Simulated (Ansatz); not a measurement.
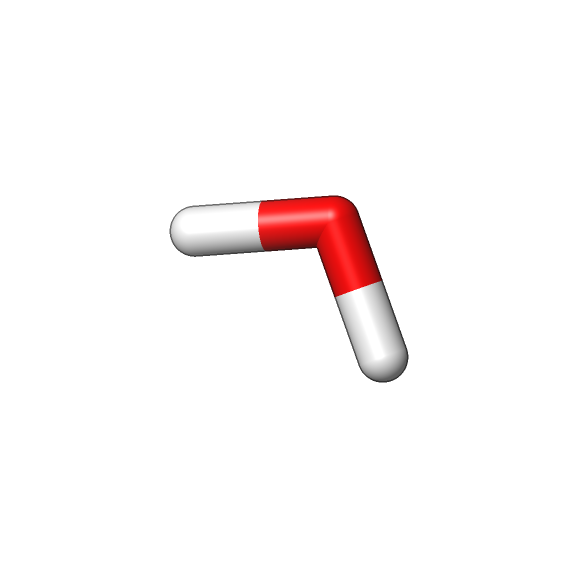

The picture shows a molecular structure as a stick model. Colours: hydrogen white, oxygen red.

The geometry was computed by an optimisation with PBE0-D4/def2-TZVP.

Description:

It has 3 atoms: 2 hydrogen and 1 oxygen (H₂O). This geometry has C2v symmetry. Coordination: 1 O bent.

The parts below concern this one geometry. Atoms keep their numbers from picture to picture.

**Electronic properties**

Method: RKS PBE0-D4/def2-TZVPP (Ansatz 0.2.0).

Estimate the HOMO energy (Kohn–Sham orbital).

Answer. −8.90 eV.

What is the HOMO–LUMO gap?

Answer. 9.75 eV.

**Vibrations**

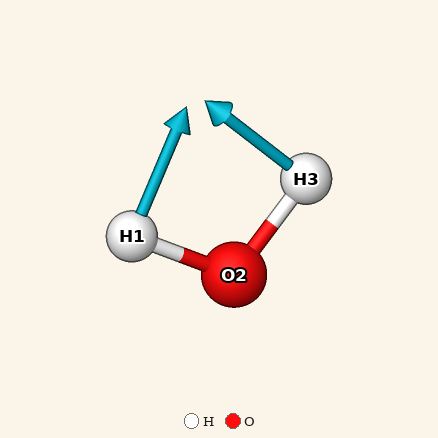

The arrows show one normal mode. Harmonic vibrations computed with RKS PBE0-D4/def2-TZVP (Ansatz 0.2.0) at a stationary point of the same level.

What kind of motion is it?

Answer. Mostly H–O–H bending.

At what wavenumber does it lie?

Answer. 1623 cm⁻¹; it is mode 1 of 3 counted from the lowest.

**Dipole moment**

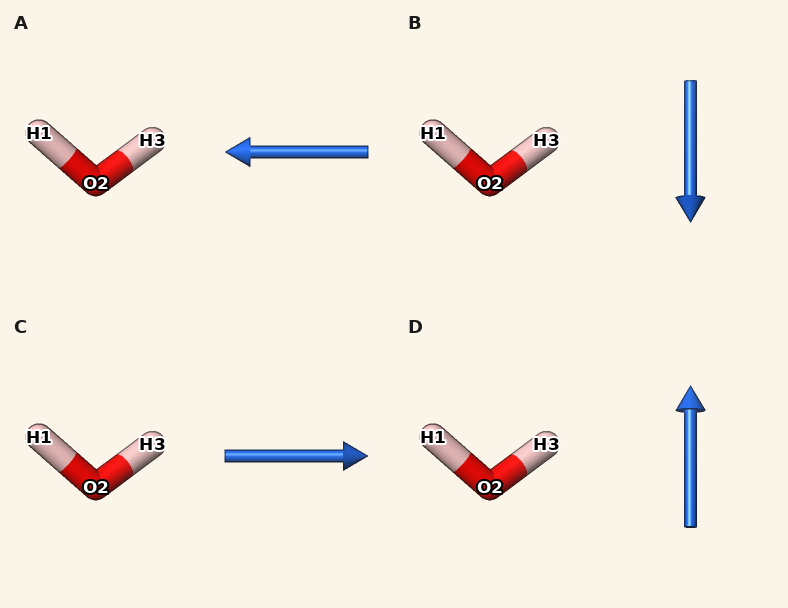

The same molecule four times, each with an arrow. Level of theory: RKS PBE0-D4/def2-TZVP (Ansatz 0.2.0).

Which arrow points along the dipole moment, from the negative to the positive end?

Answer. D. The dipole moment is 2.07 D; it points from the side of O2 to the side of H1, H3 (the outermost atoms at the two ends).
